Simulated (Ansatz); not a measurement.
The calculation's input:

```
crystal:
  lattice:
    - [2.2308423954, 1.2879774575, 4.5612558845]
    - [-2.2308423954, 1.2879774575, 4.5612558845]
    - [0.0, -2.575954915, 4.5612558845]
  atoms:
    - { symbol: Al, position: [0.6028681267, 0.6028681267, 0.6028681267] }
    - { symbol: Al, position: [0.3971318733, 0.3971318733, 0.3971318733] }
    - { symbol: W, position: [0.1910161348, 0.1910161348, 0.1910161348] }
    - { symbol: W, position: [0.8089838652, 0.8089838652, 0.8089838652] }
    - { symbol: W, position: [0.0, 0.0, 0.0] }
basis:
  ecutwfc: 420
kpoints:
  mp_grid: { grid: [12, 12, 12] }
  band_path:
    path:
      - [[0.0, 0.0, 0.0], [0.5, 0.5, 0.5], [0.78017683, 0.21982317, 0.5]]
      - [[0.5, -0.21982317, 0.21982317], [0.5, 0.0, 0.0], [0.0, 0.0, 0.0], [0.35991158, -0.35991158, 0.0]]
      - [[0.64008842, 0.0, 0.35991158], [0.5, 0.0, 0.5], [0.0, 0.0, 0.0]]
    npoints: 14
hamiltonian:
  xc: pbe
scf:
  occupations: { method: gaussian, width: 0.1 }
  n_extra_bands: 12
output:
  forces: true
  stress: true
  eigenvalues: true
  populations: true
  dos: { projected: true, de: 0.02, nscf_kmesh: { grid: [15, 15, 15] } }
  bader: true
  write_density: true
  write_potential: true
  elf: true
  volumetric_format: npy
```

Launched as:

```sh
ansatz run input.yaml --threads 1 --pin off --max-ram 2560MiB --backend cpu --events-out ev --progress --plain --runs-dir out
```

Below, planes, directions and counts refer to the conventional cell (a = 4.46 Å, b = 4.46 Å, c = 13.68 Å, α = 90.00°, β = 90.00°, γ = 120.00°).

Space group R-3m; a generated structure, not necessarily the stable one.

Level of theory: DFT PBE, scalar-relativistic, plane waves, PAW in Ansatz 0.2.0.

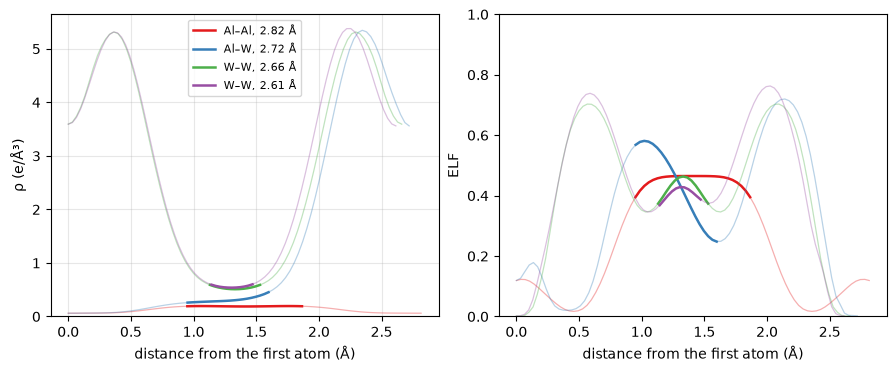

Al$_{2}$W$_{3}$. Valence pseudo-density and ELF along straight lines between neighbouring atoms. Thin, pale parts lie inside the atomic spheres.

Core electrons are frozen (PAW), and the valence fields are smoothed inside the atomic spheres.

Compare the contacts.

Al–Al (2.82 Å): ρ is about 0.19 e/Å³ halfway; the ELF is about 0.45 at the midpoint.
Al–W (2.72 Å): ρ is about 0.31 e/Å³ halfway; the ELF is about 0.40 at the midpoint.
W–W (2.66 Å): ρ is about 0.51 e/Å³ halfway; the ELF is about 0.45 at the midpoint.
W–W (2.61 Å): the density is about 0.54 e/Å³ at the midpoint; the ELF is about 0.45 at the midpoint.
